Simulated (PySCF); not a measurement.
## Electronic structure of C₄H₆FNSi₂ in real space

The calculation's input:

```
{"job": {"kind": "uv", "xc": "wB97X-D", "basis": "def2-SVPD", "nstates": 8, "ntriplets": 3}, "charge": 0, "multiplicity": 1}
C      1.188387     0.539263    -1.613278
C      0.298779    -0.062873    -0.586605
C      0.249382    -1.347745    -0.200462
F      1.038719    -2.318002    -0.721357
Si    -1.076955    -1.524282     1.156989
Si    -1.047943     0.730258     0.508624
C     -0.273246     1.981435     1.659997
N      0.194342     2.726361     2.395548
H      0.593402     1.002903    -2.400307
H      1.840818    -0.210812    -2.058376
H      1.801406     1.319530    -1.161229
H     -2.202825    -2.378947     0.771197
H     -0.558934    -1.982732     2.447066
H     -2.046009     1.525171    -0.219973
```

Launched as:

```sh
OMP_NUM_THREADS=1 python probes_run.py task.json out
```

Geometry: GFN2-xTB.

Computed with PySCF 2.14.0, wB97X-D/def2-SVPD, SCF density, gas phase.

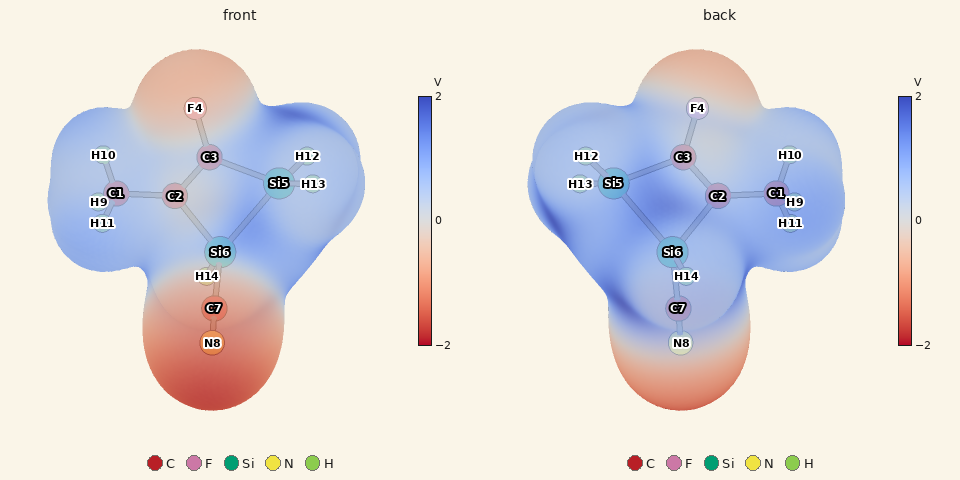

Figure 1. The electrostatic potential painted on the density surface at 0.002 e/bohr³, seen from the front and from behind; the colour scale runs from red (negative) to blue (positive).

**Which sites attract a positive test charge, and which a negative one?**

A positive charge is drawn to the negative regions and a negative charge to the positive ones. The most negative region (about −1.8 V) lies over N8, the most positive (about +1.8 V) over Si5 and Si6. N8 is the likeliest acceptor of a hydrogen bond.

**How polar is the molecule by this calculation?**

Its dipole moment is 3.27 D.

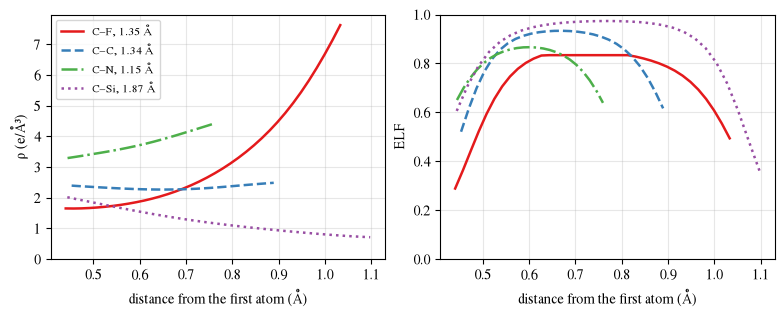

Figure 2. Electron density and electron localisation function along straight lines between neighbouring atoms. The curves leave out the atomic cores.

**What kind of bonding do the profiles show?**

C–F (1.35 Å): ρ at the midpoint is about 2.2 e/Å³, with its minimum of 1.6 e/Å³ about 0.5 Å from C; the ELF peaks at about 0.85 between the atoms; a shared but strongly polarised pair.
C–C (1.34 Å): ρ at the midpoint is about 2.3 e/Å³; the ELF peaks at about 0.95 between the atoms; a multiple bond.
C–N (1.15 Å): ρ at the midpoint is about 3.6 e/Å³; the ELF peaks at about 0.85 between the atoms: a multiple bond.
C–Si (1.87 Å): the density is about 0.89 e/Å³ at the midpoint; the ELF peaks at about 1 between the atoms (a shared electron pair).
